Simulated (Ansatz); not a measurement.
The starting structures come from a database of crystals and need not be the phases stable at ambient conditions.

 Where the default PAW files enter, the runs use the earlier of Ansatz's two default sets.

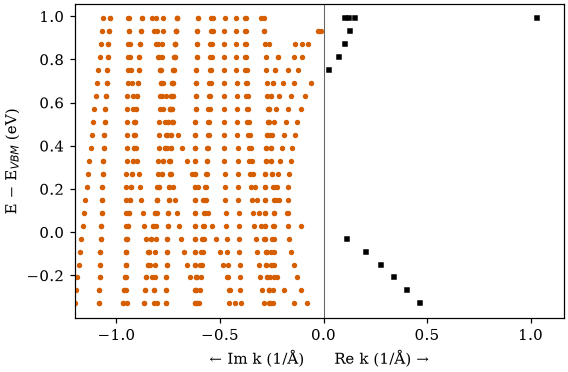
Figure. Complex bands at the centre of the two-dimensional zone; PBEsol (Ansatz, an electronic-structure program)

The gap is the functional's own, uncorrected, and κ follows it; spin-orbit coupling is left out. Mid-gap values are interpolated between the computed energies.

This is SrTaNO2 (I4/mcm, not sure to be the ambient phase, 10 atoms a cell, 13.3 Å³ an atom, -7 GPa at this level) along the normal of (100). Read off the slowest decay at the centre of the two-dimensional zone at 0.39 eV, the computed energy nearest the middle of the gap.

κ ≈ 0.15 1/Å, a decay length 1/(2κ) of the density of 3.3 Å.
